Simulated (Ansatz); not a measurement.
# O2Si: the cost of one run

Method: the levels named in each step, in Ansatz 0.2.0.

### Step 1. The system as given

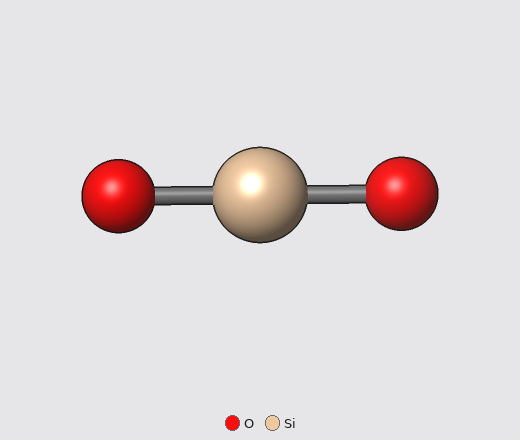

The starting structure, seen from a chosen angle (oxygen red, silicon light orange).

Structure file:

```xyz
3

O     0.0000    0.0000   -1.4911
Si    0.0000    0.0000    0.0000
O     0.0000    0.0000    1.4911
```

### Step 2. A rough first relaxation, PBE-D4/def2-SVP

This run stands in another session on the same molecule. It ended at:

```xyz
3

O     0.0000    0.0000   -1.5405
Si    0.0000    0.0000    0.0000
O     0.0000    0.0000    1.5405
```

### Step 3. Relaxation, PBE0-D4/def2-TZVPP

This run stands in another session on the same molecule. It ended at:

```xyz
3

O     0.0000    0.0000   -1.5058
Si    0.0000    0.0000    0.0000
O     0.0000    0.0000    1.5058
```

### Step 4. Frequencies, PBE0-D4/def2-TZVPP

The input, input.yaml:

```yaml
crystal:
  periodic: [false, false, false]
  atoms:
    - { symbol: O, position_ang: [0.0, 0.0, -1.50582881] }
    - { symbol: Si, position_ang: [0.0, 0.0, 1.0e-08] }
    - { symbol: O, position_ang: [0.0, 0.0, 1.50582881] }
basis:
  gaussian: { orbitals: def2-TZVPP }
hamiltonian:
  xc: pbe0
  dispersion: d4
phonons: {}
```

On the command line:

```sh
ansatz run input.yaml --threads 2 --pin off --max-ram 5120MiB --backend cpu --events-out ev --progress --plain --runs-dir out
```

Q: Estimate wall time and peak memory on 2 threads of Intel Xeon Platinum 8488C (Sapphire Rapids), shared host.

About 8.2 s, with a peak of 0.17 GiB.
